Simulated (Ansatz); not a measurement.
## Run report: Ga₆N₇H₂₄ (charge +1), molecular dynamics (part 2 of 2)

Continued. System: Ga₆N₇H₂₄ (Ga6N7 zinc blende off disc), charge +1. Method: RKS revPBE-d4/def2-SVP (Ansatz 0.2.0). The geometry comes from this level: PBE-D4/def2-SVP.

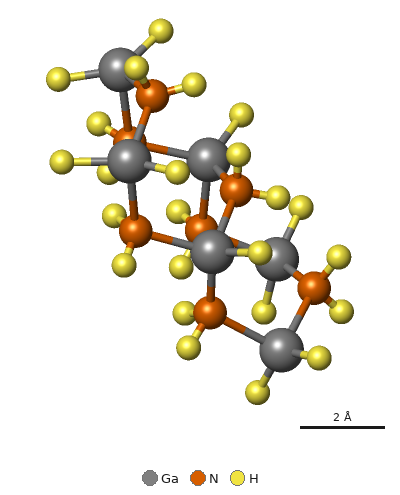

Figure 1. The geometry at step 12 of the log (ball-and-stick view, seen at a tilt).

Trajectory as extended XYZ (Å, eV, eV/Å), 3 of the 26 frames kept, from step=0 to step=25:
```
37
Properties=species:S:1:pos:R:3:forces:R:3 step=0 time_fs=0.0 energy=-325020.74564 temperature=1500.0
Ga   -3.7343    1.1647    0.0573   -0.0825  -0.0099  -0.0002
Ga    1.1651   -3.7354    0.0338   -0.0089  -0.0832  -0.0025
Ga   -1.2781   -1.2785    0.2396   -0.0364  -0.0368   0.0643
Ga    1.2722    1.2732    0.2537    0.0351   0.0357   0.0654
Ga   -1.1735    3.7386    0.0117    0.0076   0.0835  -0.0047
Ga    3.7379   -1.1723    0.0402    0.0826   0.0087  -0.0025
N    -2.3886   -0.1066   -0.9062    0.0359   0.0309  -0.0716
N    -2.5732    2.5865    0.9330    0.0078  -0.0053   0.0687
N    -0.1080   -2.3813   -0.9156    0.0305   0.0370  -0.0707
N     2.5773   -2.5821    0.9351   -0.0070   0.0061   0.0688
N     0.1156    2.3812   -0.9103   -0.0288  -0.0369  -0.0700
N     2.3893    0.1137   -0.8986   -0.0357  -0.0293  -0.0713
N    -0.0054   -0.0050    1.1428    0.0000   0.0000   0.0354
H    -4.4973    1.8821   -1.1140   -0.0094   0.0123  -0.0192
H    -4.2896    0.2459    1.2101   -0.0017  -0.0141   0.0164
H     1.8919   -4.4769   -1.1456    0.0126  -0.0082  -0.0194
H     0.2429   -4.3125    1.1731   -0.0136  -0.0025   0.0149
H    -2.1123   -2.1196    1.2542   -0.0003  -0.0007   0.0005
H     2.0987    2.1078    1.2802    0.0005   0.0008   0.0011
H    -1.9074    4.4479   -1.1834   -0.0126   0.0071  -0.0194
H    -0.2586    4.3490    1.1393    0.0134   0.0034   0.0147
H     4.4712   -1.8969   -1.1459    0.0086  -0.0125  -0.0193
H     4.3242   -0.2598    1.1823    0.0027   0.0138   0.0163
H    -3.0428   -0.7240   -1.4162    0.0184   0.0087  -0.0040
H    -1.8896    0.3873   -1.6593   -0.0163  -0.0238   0.0155
H    -3.2874    3.3010    1.1638    0.0197  -0.0190   0.0096
H    -2.2547    2.2872    1.8675   -0.0107   0.0106  -0.0215
H    -0.7267   -3.0319   -1.4286    0.0082   0.0183  -0.0041
H     0.3835   -1.8768   -1.6666   -0.0240  -0.0159   0.0152
H     2.2678   -2.2737    1.8697    0.0106  -0.0108  -0.0215
H     3.2898   -3.2982    1.1658   -0.0195   0.0193   0.0097
H    -0.3632    1.8770   -1.6697    0.0242   0.0157   0.0153
H     0.7428    3.0318   -1.4130   -0.0081  -0.0185  -0.0042
H     1.8915   -0.3684   -1.6603    0.0161   0.0241   0.0159
H     3.0437    0.7392   -1.3984   -0.0186  -0.0086  -0.0040
H    -0.5771    0.5618    1.7893    0.0182  -0.0188  -0.0089
H     0.5622   -0.5758    1.7894   -0.0184   0.0186  -0.0089
37
Properties=species:S:1:pos:R:3:forces:R:3 step=12 time_fs=6.0 energy=-325018.45830 temperature=998.2
Ga   -3.7427    1.1540    0.0670    0.1813  -0.0540  -2.2227
Ga    1.1560   -3.7177    0.0086    0.5912   0.9536   0.2272
Ga   -1.2980   -1.2815    0.2402   -0.8353   0.7764   1.1981
Ga    1.2824    1.2710    0.3105    2.3845   0.7332  -1.8596
Ga   -1.1570    3.7501    0.0101   -0.5748  -1.3051   0.0343
Ga    3.7315   -1.1792    0.0432    0.3190   0.8333  -0.7913
N    -2.4031   -0.1633   -0.9504    2.2043   2.1617   1.0961
N    -2.6046    2.5255    0.9258   -0.6308   1.5467   0.9884
N    -0.1706   -2.3436   -0.8145   -0.1560  -2.4474  -2.1795
N     2.5821   -2.4682    0.9597   -2.2010   0.6645   1.6253
N     0.1541    2.3266   -0.9592   -0.4067   1.0139   0.6249
N     2.4368    0.0599   -0.9616    0.2141   1.1707   0.1211
N     0.0337    0.0356    1.0188   -0.6314  -0.2719   0.4238
H    -4.3600    1.7908   -1.2953    0.0411  -0.0823   0.7621
H    -4.1609    0.2714    1.1836   -0.7430  -0.8385   1.1015
H     1.8878   -4.2110   -1.2213    0.4811  -0.3001  -0.7681
H     0.3734   -4.4830    1.0336   -0.5792  -0.4867   0.8794
H    -1.9462   -1.9864    1.5238    0.0909   0.1627  -0.5320
H     2.4279    2.0920    1.1762   -1.0202  -0.5270  -0.4366
H    -1.7808    4.1405   -1.3139   -0.5367   0.5769  -0.6034
H    -0.2353    4.3073    1.0588    0.4851   0.4992   0.7782
H     4.4274   -2.0363   -1.0281    0.2180  -0.4123  -0.5022
H     4.4952   -0.1867    0.9088    0.3207   0.4251   0.7938
H    -2.9640   -0.8813   -1.4025   -0.1546   0.3869  -1.4087
H    -1.7372    0.5486   -1.4898   -2.1562  -2.5292   0.3499
H    -3.4603    3.1443    1.1243    1.1826  -0.1770  -0.4638
H    -2.3797    2.3317    1.9258    0.2031  -0.2753  -0.4432
H    -0.7157   -2.9667   -1.5061    0.1850   0.4204   1.5087
H     0.3776   -1.9557   -1.5693    0.7807   1.2448  -0.2224
H     2.2694   -2.1424    1.9530    0.7205  -0.8531  -1.7823
H     3.3151   -3.1481    1.1057    0.5647  -0.8636   0.6065
H    -0.4913    1.7965   -1.5440    0.0579  -0.2092  -0.3654
H     0.4187    3.1505   -1.5559    0.5790  -1.0402   0.3023
H     2.1739   -0.5552   -1.7369   -0.6932   0.1192  -0.1806
H     2.9524    0.8351   -1.4622   -0.0549  -0.8733   0.4896
H    -0.4814    0.6810    1.6062   -0.9834   0.3606   0.5105
H     0.4828   -0.5109    1.7483    0.5522  -0.5037   0.3402
37
Properties=species:S:1:pos:R:3:forces:R:3 step=25 time_fs=12.5 energy=-325016.09523 temperature=482.5
Ga   -3.7507    1.1409    0.0675   -0.3193  -2.9056   0.9344
Ga    1.1495   -3.6949   -0.0177    0.7569  -0.8599   0.2841
Ga   -1.3240   -1.2805    0.2473   -0.7499   1.1656   1.4451
Ga    1.3054    1.2723    0.3612    1.6628   0.4234  -4.1327
Ga   -1.1413    3.7561    0.0083   -0.0066  -0.6606  -0.8054
Ga    3.7279   -1.1820    0.0418    2.7072   1.5519  -1.1775
N    -2.4026   -0.2131   -0.9552   -1.7463  -1.6641   0.6151
N    -2.6397    2.4887    0.9331    1.8937   0.1903  -0.4574
N    -0.2191   -2.3430   -0.7560    3.9850   1.0911  -1.1484
N     2.5570   -2.3567    0.9977    0.9065  -3.4147  -1.5870
N     0.1780    2.2810   -0.9941   -1.4980  -0.0730   0.7692
N     2.4799    0.0047   -1.0179    0.7055   2.5156  -1.7657
N     0.0550    0.0731    0.9142   -2.3997  -0.0970   3.7500
H    -4.2295    1.6898   -1.2744   -0.6925   0.4929  -0.3397
H    -4.2663    0.0519    1.4779    0.3816   1.2468  -1.6171
H     1.9956   -4.0175   -1.4740   -0.6862   0.1441   1.2671
H     0.3607   -4.7564    1.1152    0.7706   1.0937  -1.0307
H    -1.7557   -1.7992    1.6460   -0.4024  -0.1693  -0.0464
H     2.4871    1.9361    0.9597    0.6483   0.6934   0.8477
H    -1.8048    4.0179   -1.5719    0.3096   0.2757   1.5885
H    -0.1138    4.3965    1.1666   -0.9213  -0.3149  -0.7788
H     4.4250   -2.2751   -1.0241   -0.3961   0.6735   0.5695
H     4.7289   -0.0274    0.8590   -0.9576  -1.0856  -0.3305
H    -2.8452   -0.8021   -1.7115   -0.2848   0.2619   1.0736
H    -1.8641    0.3350   -1.5567    1.7752   1.7572  -1.3238
H    -3.4382    3.0882    0.9907   -0.9569   1.5186   0.3990
H    -2.4323    2.2743    1.9105    0.0554  -0.0726   0.3677
H    -0.7787   -2.9302   -1.3205   -0.8035  -1.1119  -1.6338
H     0.4817   -1.7541   -1.3833   -1.9893  -1.3578   1.0764
H     2.3431   -2.1201    1.9181   -0.9498   0.7969   2.6469
H     3.3384   -3.0989    1.1831   -1.4362   0.9955  -0.3214
H    -0.5505    1.6831   -1.4544    0.7518   0.3615   0.3198
H     0.3094    3.0332   -1.6909    0.8989  -0.4063   0.0614
H     2.2852   -0.6665   -1.8262   -0.2318   1.2692   0.7626
H     2.9711    0.9466   -1.5353   -1.1740  -3.3822   1.5020
H    -0.5917    0.7873    1.4639    1.0402  -1.8048  -0.7883
H     0.4822   -0.5023    1.7165   -0.6473   0.8615  -0.9954
```

The run was set up as follows.

Input file:
```yaml
crystal:
  periodic: [false, false, false]
  atoms:
    - {symbol: Ga, position_ang: [-3.734277, 1.164670, 0.057298]}
    - {symbol: Ga, position_ang: [1.165075, -3.735387, 0.033798]}
    - {symbol: Ga, position_ang: [-1.278128, -1.278536, 0.239581]}
    - {symbol: Ga, position_ang: [1.272233, 1.273161, 0.253657]}
    - {symbol: Ga, position_ang: [-1.173524, 3.738650, 0.011701]}
    - {symbol: Ga, position_ang: [3.737916, -1.172345, 0.040194]}
    - {symbol: N, position_ang: [-2.388616, -0.106627, -0.906197]}
    - {symbol: N, position_ang: [-2.573218, 2.586452, 0.932969]}
    - {symbol: N, position_ang: [-0.108049, -2.381312, -0.915641]}
    - {symbol: N, position_ang: [2.577255, -2.582061, 0.935050]}
    - {symbol: N, position_ang: [0.115617, 2.381224, -0.910283]}
    - {symbol: N, position_ang: [2.389303, 0.113698, -0.898623]}
    - {symbol: N, position_ang: [-0.005428, -0.005034, 1.142832]}
    - {symbol: H, position_ang: [-4.497274, 1.882099, -1.114013]}
    - {symbol: H, position_ang: [-4.289553, 0.245945, 1.210137]}
    - {symbol: H, position_ang: [1.891920, -4.476905, -1.145605]}
    - {symbol: H, position_ang: [0.242942, -4.312518, 1.173068]}
    - {symbol: H, position_ang: [-2.112299, -2.119649, 1.254155]}
    - {symbol: H, position_ang: [2.098673, 2.107768, 1.280174]}
    - {symbol: H, position_ang: [-1.907367, 4.447862, -1.183393]}
    - {symbol: H, position_ang: [-0.258645, 4.348976, 1.139308]}
    - {symbol: H, position_ang: [4.471194, -1.896898, -1.145861]}
    - {symbol: H, position_ang: [4.324221, -0.259758, 1.182338]}
    - {symbol: H, position_ang: [-3.042774, -0.723996, -1.416178]}
    - {symbol: H, position_ang: [-1.889609, 0.387300, -1.659295]}
    - {symbol: H, position_ang: [-3.287360, 3.300959, 1.163784]}
    - {symbol: H, position_ang: [-2.254668, 2.287171, 1.867510]}
    - {symbol: H, position_ang: [-0.726740, -3.031873, -1.428634]}
    - {symbol: H, position_ang: [0.383519, -1.876759, -1.666592]}
    - {symbol: H, position_ang: [2.267848, -2.273658, 1.869700]}
    - {symbol: H, position_ang: [3.289816, -3.298165, 1.165819]}
    - {symbol: H, position_ang: [-0.363230, 1.877018, -1.669747]}
    - {symbol: H, position_ang: [0.742820, 3.031751, -1.413016]}
    - {symbol: H, position_ang: [1.891521, -0.368403, -1.660265]}
    - {symbol: H, position_ang: [3.043746, 0.739156, -1.398432]}
    - {symbol: H, position_ang: [-0.577079, 0.561789, 1.789314]}
    - {symbol: H, position_ang: [0.562218, -0.575775, 1.789396]}
basis:
  gaussian: {orbitals: def2-SVP, fitting: {mean_field: def2-universal-jkfit}}
total_charge: 1
hamiltonian: {xc: {name: revPBE}, dispersion: d4}
md: {timestep: 0.5 fs, n_steps: 25, ensemble: nvt_nose_hoover, temperature: 1500, initial_velocities: maxwell_boltzmann, seed: 220}
scf: {omitted_lower_state_checks: [starts]}
```

Launch command:
```bash
ansatz run in.yaml --threads 2 --pin off --events-out ev --progress --plain --max-ram 20480MiB --backend cuda --devices 0, --max-vram 18GiB
```

Key numbers:

| quantity | value |
| --- | --- |
| outcome | finished |
| mean temperature over the second half | 770 K |
| trajectory | 25 steps, 12.5 fs |
| ensemble | nvt_nose_hoover |
| temperature in the input | 1500 K |
| time step | 0.5 fs |
| potential energy (last step) | −325016.0953 eV |
| mean-field energy (last step) | −325012.4057 eV |
| dispersion energy (last step) | −3.6896 eV |
| SCF solution under orbital rotations (last step) | stable |
| largest force (length of the vector) (last step) | 4.475 eV/Å |
| hardware | 2 CPU threads, shared host |
| wall time | 74 s (CPU time 1.9 min) |
| peak memory | 0.92 GiB |

Remarks:

So short a trajectory is not equilibrated. The temperature stays far from the 1500 K of the thermostat over the second half: the run isn't equilibrated.
